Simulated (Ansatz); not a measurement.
**Nudged elastic band of C₅H₃ (part 3 of 3)**

C₅H₃ (slab, 32 atoms in the cell); DFT PBE, scalar-relativistic, plane waves, PAW, PAW set soft_1 (Ansatz 0.2.0); cutoff 420 eV, 2×2×1 k-mesh, Gaussian smearing of 0.05 eV. The run did not end well. The input holds or restrains some coordinates. It belongs to a series of runs on one base structure; here: band between the two ends.

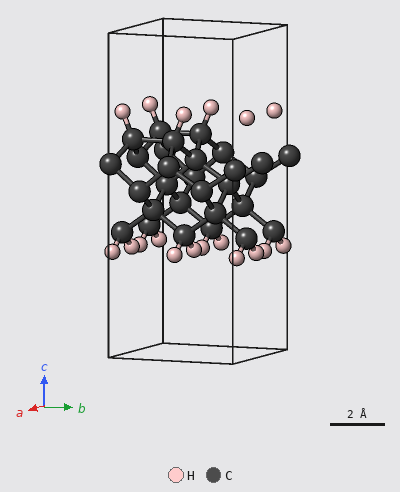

*The input geometry (ball-and-stick view of the cell of the calculation, with the vacuum cut short, seen slightly off an axis). An atom can appear more than once, as a periodic image.*

The last band as extended XYZ, continued:
```
32
Lattice="5.0487 0.0000 0.0000 0.0000 5.0487 0.0000 0.0000 0.0000 17.1356" Properties=species:S:1:pos:R:3:forces:R:3 image=1 energy=-5190.58376
H     2.1598    0.0000    1.0000   -9.0023  -0.0306   0.0876
H     0.3646    0.0000    1.0000    9.0037  -0.0306   0.0879
H     4.6842    0.0000    1.0000   -8.9941  -0.0219   0.0847
H     2.8890    0.0000    1.0000    8.9963  -0.0224   0.0842
H     2.1598    2.5244    1.0000   -9.0077   0.0468   0.0875
H     0.3646    2.5244    1.0000    9.0120   0.0458   0.0871
H     4.6842    2.5244    1.0000   -8.9709   0.0397   0.1037
H     2.8890    2.5244    1.0000    8.9747   0.0451   0.0953
C     1.2622    0.0000    1.6347    0.0038  -0.1513   0.9998
C     3.7866    0.0000    1.6347   -0.0062  -0.1421   0.9963
C     1.2622    2.5244    1.6347    0.0020   0.1463   1.0250
C     3.7866    2.5244    1.6347   -0.0301   0.1498   1.1729
C     1.2622    1.2622    2.5272   -0.0328  -0.0382  -2.5033
C     3.7866    1.2622    2.5272   -0.0463  -0.2750  -2.2041
C     1.2622    3.7866    2.5272   -0.0186   0.3905   0.7556
C     3.7866    3.7866    2.5272   -0.0150   0.7008   0.7752
C     0.0057    1.2769    3.3656    0.0177   0.0039   0.0275
C     2.5152    1.2755    3.3681   -0.0416   0.0050   0.0420
C     0.0006    3.8011    3.4978    0.0003   0.0438   0.0062
C     2.5213    3.8005    3.4991   -0.0173   0.0343   0.0132
C     0.0008    0.1042    4.3809    0.0001   0.0922   0.0869
C     2.5138    0.1019    4.3874    0.0033   0.0770   0.0998
C    -0.0039    2.4724    4.3171    0.0017   0.0838  -0.0323
C     2.5261    2.4715    4.3172   -0.0036   0.0671  -0.0408
C     1.2480    0.5669    5.1981   -0.0201   0.1482   0.4207
C     3.7833    0.4762    5.1667   -0.0310   0.0374  -0.0090
C     1.2610    2.1632    5.1140   -0.0063   0.2016  -0.0780
C     3.7854    2.1080    5.1418   -0.0050   0.0482  -0.0235
H     3.7904    0.0717    6.1867    0.0108   0.0471  -0.0018
H     1.2644    2.5911    6.1189    0.0096   0.3810  -0.1522
H     3.7874    2.5315    6.1547   -0.0064   0.0598  -0.0205
H     6.1662    1.0856    7.0517    0.2195  -2.1830  -2.0737
32
Lattice="5.0487 0.0000 0.0000 0.0000 5.0487 0.0000 0.0000 0.0000 17.1356" Properties=species:S:1:pos:R:3:forces:R:3 image=2 energy=-5188.96527
H     2.1598    0.0000    1.0000   -8.9570  -0.0399   0.0423
H     0.3646    0.0000    1.0000    8.9561  -0.0387   0.0425
H     4.6842    0.0000    1.0000   -8.9617  -0.0380   0.0403
H     2.8890    0.0000    1.0000    8.9615  -0.0379   0.0406
H     2.1598    2.5244    1.0000   -8.9280   0.0345   0.0410
H     0.3646    2.5244    1.0000    8.9273   0.0353   0.0404
H     4.6842    2.5244    1.0000   -8.9359   0.0389   0.0089
H     2.8890    2.5244    1.0000    8.9387   0.0414   0.0076
C     1.2622    0.0000    1.6347    0.0040  -0.1658   1.0786
C     3.7866    0.0000    1.6347   -0.0001  -0.1641   1.0703
C     1.2622    2.5244    1.6347    0.0013   0.2137   1.0582
C     3.7866    2.5244    1.6347   -0.0059   0.1847   1.0285
C     1.2622    1.2622    2.5272    0.0008  -0.0283  -2.7158
C     3.7866    1.2622    2.5272    0.0019  -0.0902  -2.8577
C     1.2622    3.7866    2.5272    0.0022  -0.0037   0.5376
C     3.7866    3.7866    2.5272    0.0028   0.0554   0.5152
C    -0.0024    1.2746    3.3533    0.0045   0.0015   0.0075
C     2.5266    1.2748    3.3539   -0.0088   0.0022   0.0096
C    -0.0013    3.7834    3.4936   -0.0010  -0.0052   0.0026
C     2.5258    3.7836    3.4938   -0.0003  -0.0048   0.0026
C     0.0048    0.0647    4.3424   -0.0030   0.0093  -0.0061
C     2.5199    0.0647    4.3429    0.0051   0.0083  -0.0061
C    -0.0048    2.4430    4.3311   -0.0017  -0.0087  -0.0089
C     2.5301    2.4435    4.3319    0.0029  -0.0095  -0.0131
C     1.2623    0.4900    5.0041   -0.0024  -0.0369   0.0180
C     3.7871    0.4584    5.1703   -0.0014  -0.0004  -0.0030
C     1.2625    2.0689    5.1354    0.0095   0.0096  -0.0317
C     3.7872    2.0844    5.1510   -0.0048  -0.0020  -0.0031
H     3.7888    0.0500    6.1874    0.0023  -0.0006   0.0003
H     1.2552    2.4185    6.1838   -0.0036   0.0327   0.0449
H     3.7904    2.5043    6.1640    0.0045  -0.0005   0.0021
H     6.0740    2.0774    8.0071   -0.0099   0.0079   0.0059
32
Lattice="5.0487 0.0000 0.0000 0.0000 5.0487 0.0000 0.0000 0.0000 17.1356" Properties=species:S:1:pos:R:3:forces:R:3 image=3 energy=-5190.72529
H     2.1598    0.0000    1.0000   -8.9808  -0.0437   0.0902
H     0.3646    0.0000    1.0000    8.9808  -0.0438   0.0901
H     4.6842    0.0000    1.0000   -8.9955  -0.0609   0.0801
H     2.8890    0.0000    1.0000    8.9955  -0.0608   0.0802
H     2.1598    2.5244    1.0000   -8.9805   0.0431   0.0901
H     0.3646    2.5244    1.0000    8.9802   0.0431   0.0900
H     4.6842    2.5244    1.0000   -8.9951   0.0599   0.0796
H     2.8890    2.5244    1.0000    8.9952   0.0600   0.0797
C     1.2622    0.0000    1.6347   -0.0003  -0.1270   1.0344
C     3.7866    0.0000    1.6347    0.0003  -0.1852   0.9242
C     1.2622    2.5244    1.6347    0.0002   0.1273   1.0337
C     3.7866    2.5244    1.6347    0.0002   0.1855   0.9227
C     1.2622    1.2622    2.5272    0.0001  -0.0029  -2.7353
C     3.7866    1.2622    2.5272    0.0014  -0.0057  -3.6866
C     1.2622    3.7866    2.5272    0.0005  -0.0097   0.8716
C     3.7866    3.7866    2.5272    0.0004  -0.0127   0.8685
C    -0.0201    1.2619    3.3434   -0.0007  -0.0040   0.0004
C     2.5446    1.2619    3.3434    0.0006  -0.0040   0.0004
C     0.0002    3.7860    3.5047   -0.0001  -0.0005   0.0011
C     2.5243    3.7860    3.5047    0.0000  -0.0006   0.0012
C    -0.0121    0.0833    4.3437   -0.0018   0.0045  -0.0029
C     2.5366    0.0833    4.3437    0.0016   0.0048  -0.0030
C    -0.0123    2.4389    4.3440    0.0004   0.0016   0.0010
C     2.5367    2.4388    4.3439   -0.0007   0.0016   0.0009
C     1.2623    0.5652    5.0097   -0.0001   0.0045   0.0036
C     3.7866    0.4497    5.1680    0.0000  -0.0015  -0.0018
C     1.2624    1.9560    5.0129   -0.0001  -0.0116  -0.0176
C     3.7865    2.0733    5.1677    0.0004  -0.0017   0.0002
H     3.7867    0.0247    6.1782   -0.0002  -0.0014  -0.0007
H     1.1699    2.4760    7.4838   -0.0025  -0.0051   0.0518
H     3.7863    2.4983    6.1777   -0.0004  -0.0005   0.0009
H     6.1530    2.6562    8.2137    0.0010   0.0474   0.0514
32
Lattice="5.0487 0.0000 0.0000 0.0000 5.0487 0.0000 0.0000 0.0000 17.1356" Properties=species:S:1:pos:R:3:forces:R:3 image=4 energy=-5190.74438
H     2.1598    0.0000    1.0000   -8.9805  -0.0432   0.0903
H     0.3646    0.0000    1.0000    8.9805  -0.0432   0.0903
H     4.6842    0.0000    1.0000   -8.9952  -0.0604   0.0802
H     2.8890    0.0000    1.0000    8.9952  -0.0604   0.0802
H     2.1598    2.5244    1.0000   -8.9804   0.0434   0.0901
H     0.3646    2.5244    1.0000    8.9804   0.0434   0.0901
H     4.6842    2.5244    1.0000   -8.9945   0.0600   0.0801
H     2.8890    2.5244    1.0000    8.9945   0.0600   0.0801
C     1.2622    0.0000    1.6347    0.0000  -0.1275   1.0362
C     3.7866    0.0000    1.6347    0.0000  -0.1851   0.9268
C     1.2622    2.5244    1.6347    0.0000   0.1276   1.0352
C     3.7866    2.5244    1.6347    0.0000   0.1855   0.9280
C     1.2622    1.2622    2.5272    0.0000   0.0040  -2.7253
C     3.7866    1.2622    2.5272    0.0000  -0.0071  -3.6653
C     1.2622    3.7866    2.5272    0.0000   0.0006   0.8778
C     3.7866    3.7866    2.5272    0.0000   0.0012   0.8778
C    -0.0199    1.2625    3.3438   -0.0006   0.0000  -0.0004
C     2.5442    1.2625    3.3439    0.0005   0.0000  -0.0005
C     0.0002    3.7865    3.5050    0.0001  -0.0003   0.0004
C     2.5241    3.7865    3.5050   -0.0001  -0.0002   0.0004
C    -0.0120    0.0843    4.3446   -0.0004   0.0001  -0.0003
C     2.5364    0.0843    4.3446    0.0004   0.0002  -0.0004
C    -0.0120    2.4398    4.3443   -0.0004  -0.0002  -0.0004
C     2.5364    2.4398    4.3443    0.0005  -0.0003  -0.0004
C     1.2622    0.5676    5.0114   -0.0001   0.0015  -0.0019
C     3.7866    0.4507    5.1681    0.0000   0.0000  -0.0001
C     1.2622    1.9584    5.0155    0.0001  -0.0032  -0.0046
C     3.7866    2.0743    5.1675    0.0000  -0.0001  -0.0003
H     3.7866    0.0253    6.1781    0.0000  -0.0001  -0.0001
H     1.2591    3.2195    7.4243    0.0000   0.0078   0.0208
H     3.7865    2.4999    6.1775    0.0000  -0.0002   0.0000
H     6.3065    3.8408    7.8513    0.0001  -0.0040   0.0155
32
Lattice="5.0487 0.0000 0.0000 0.0000 5.0487 0.0000 0.0000 0.0000 17.1356" Properties=species:S:1:pos:R:3:forces:R:3 image=5 energy=-5190.00064
H     2.1598    0.0000    1.0000   -9.0043  -0.0358   0.0809
H     0.3646    0.0000    1.0000    9.0044  -0.0357   0.0809
H     4.6842    0.0000    1.0000   -8.9829  -0.0325   0.0870
H     2.8890    0.0000    1.0000    8.9830  -0.0325   0.0869
H     2.1598    2.5244    1.0000   -8.9951   0.0348   0.0809
H     0.3646    2.5244    1.0000    8.9952   0.0348   0.0809
H     4.6842    2.5244    1.0000   -8.9694   0.0268   0.0786
H     2.8890    2.5244    1.0000    8.9695   0.0269   0.0785
C     1.2622    0.0000    1.6347    0.0002  -0.1502   1.0729
C     3.7866    0.0000    1.6347   -0.0005  -0.1146   1.1445
C     1.2622    2.5244    1.6347    0.0001   0.1779   1.0506
C     3.7866    2.5244    1.6347   -0.0006   0.1442   1.1498
C     1.2622    1.2622    2.5272   -0.0013   0.0393  -2.3082
C     3.7866    1.2622    2.5272   -0.0019  -0.0748  -1.9857
C     1.2622    3.7866    2.5272   -0.0009   0.0109   0.8943
C     3.7866    3.7866    2.5272   -0.0010   0.0479   0.9863
C     0.0095    1.2748    3.3725    0.0511   0.0181   0.0466
C     2.5147    1.2748    3.3725   -0.0506   0.0182   0.0463
C     0.0032    3.7857    3.5056    0.0047  -0.0017  -0.0039
C     2.5211    3.7857    3.5057   -0.0043  -0.0017  -0.0040
C     0.0040    0.0722    4.3656    0.0266  -0.0172   0.0255
C     2.5202    0.0722    4.3657   -0.0272  -0.0174   0.0258
C     0.0027    2.4466    4.3627    0.0249   0.0104   0.0218
C     2.5214    2.4466    4.3628   -0.0255   0.0105   0.0217
C     1.2620    0.4653    5.1160   -0.0005  -0.1911   0.1943
C     3.7865    0.4528    5.1686    0.0005   0.0014  -0.0083
C     1.2620    2.1058    5.2355   -0.0008   0.2532   0.3596
C     3.7865    2.0844    5.1637    0.0000   0.0161  -0.0154
H     3.7867    0.0287    6.1805   -0.0001   0.0033  -0.0040
H     1.2612    2.6267    6.3120    0.0039  -1.0956  -2.0337
H     3.7866    2.5030    6.1775    0.0001   0.0058  -0.0074
H     6.3076    4.2115    7.3049    0.0026   0.9201  -1.3236
32
Lattice="5.0487 0.0000 0.0000 0.0000 5.0487 0.0000 0.0000 0.0000 17.1356" Properties=species:S:1:pos:R:3:forces:R:3 image=6 energy=-5194.41504
H     2.1598    0.0000    1.0000   -8.9970  -0.0443   0.0926
H     0.3646    0.0000    1.0000    8.9970  -0.0444   0.0925
H     4.6842    0.0000    1.0000   -8.9969  -0.0444   0.0926
H     2.8890    0.0000    1.0000    8.9969  -0.0443   0.0926
H     2.1598    2.5244    1.0000   -8.9969   0.0441   0.0925
H     0.3646    2.5244    1.0000    8.9970   0.0440   0.0926
H     4.6842    2.5244    1.0000   -8.9969   0.0439   0.0926
H     2.8890    2.5244    1.0000    8.9969   0.0441   0.0925
C     1.2622    0.0000    1.6347   -0.0006  -0.1315   0.9566
C     3.7866    0.0000    1.6347    0.0003  -0.1317   0.9573
C     1.2622    2.5244    1.6347    0.0002   0.1315   0.9564
C     3.7866    2.5244    1.6347   -0.0001   0.1317   0.9567
C     1.2622    1.2622    2.5272    0.0003  -0.0011  -2.8157
C     3.7866    1.2622    2.5272    0.0006  -0.0014  -2.8142
C     1.2622    3.7866    2.5272   -0.0002  -0.0044   0.5309
C     3.7866    3.7866    2.5272    0.0002  -0.0063   0.5323
C     0.0000    1.2621    3.3547    0.0003  -0.0007  -0.0062
C     2.5244    1.2619    3.3547   -0.0023   0.0024  -0.0071
C     0.0001    3.7864    3.4889   -0.0033   0.0017  -0.0020
C     2.5243    3.7863    3.4888    0.0027   0.0013  -0.0012
C     0.0001    0.0836    4.3268   -0.0021  -0.0009   0.0047
C     2.5244    0.0834    4.3268    0.0004   0.0039   0.0049
C     0.0000    2.4403    4.3273   -0.0007   0.0033  -0.0051
C     2.5242    2.4401    4.3271    0.0024   0.0066  -0.0011
C     1.2622    0.4448    5.1383    0.0006  -0.0017  -0.0015
C     3.7866    0.4454    5.1381   -0.0026  -0.0122   0.0054
C     1.2621    2.0782    5.1385    0.0017   0.0047   0.0006
C     3.7864    2.0788    5.1382    0.0022  -0.0030   0.0030
H     3.7862    0.0198    6.1527    0.0018   0.0017   0.0003
H     1.2623    2.5028    6.1534   -0.0002   0.0038   0.0030
H     3.7867    2.5038    6.1530   -0.0015   0.0017   0.0026
H     6.3109    5.0677    6.1529    0.0001   0.0019  -0.0010
```

Outcome:

```csv
quantity,value
outcome,stopped at the time limit
"barrier, forward (band not converged)",5.457 eV
"barrier, backward",5.457 eV
wall time,33 min
peak memory,0.94 GiB
```

What went wrong:

The run was cut off by its time limit, so the output is incomplete.
